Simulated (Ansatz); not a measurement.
Consider TaH.

```xyz
8
Lattice="3.5082 0.0000 0.0000 0.0000 4.8351 0.0000 0.0000 0.0000 4.8801" Properties=species:S:1:pos:R:3 pbc="T T T"
Ta    0.8771    1.2088    0.0000
Ta    2.6312    3.6263    0.0000
Ta    0.8771    3.6263    2.4400
Ta    2.6312    1.2088    2.4400
H     0.0000    0.0000    1.2200
H     1.7541    2.4175    1.2200
H     0.0000    0.0000    3.6601
H     1.7541    2.4175    3.6601
```

Space group Cccm; a generated structure, not necessarily the stable one.

Theory: DFT PBE, spin-orbit coupling, plane waves, PAW (Ansatz 0.2.0).

Q: Predict the valence pseudo-density and electron localisation function between the atoms.

A: Ta–H (1.93 Å): ρ at the midpoint is about 0.72 e/Å³; the ELF climbs to about 1 towards the hydrogen.

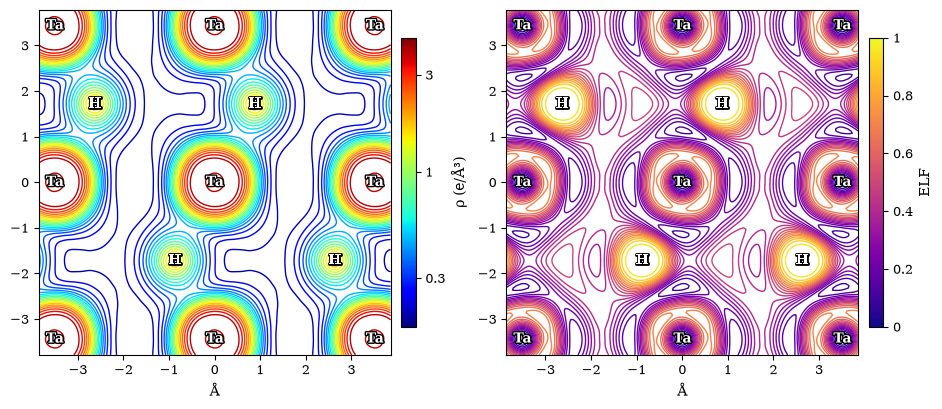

Computed valence pseudo-density and electron localisation function on the (011̄) plane of the conventional cell, in this order. 

The density is the valence pseudo-density of a PAW calculation; it isn't the true density close to the nuclei.
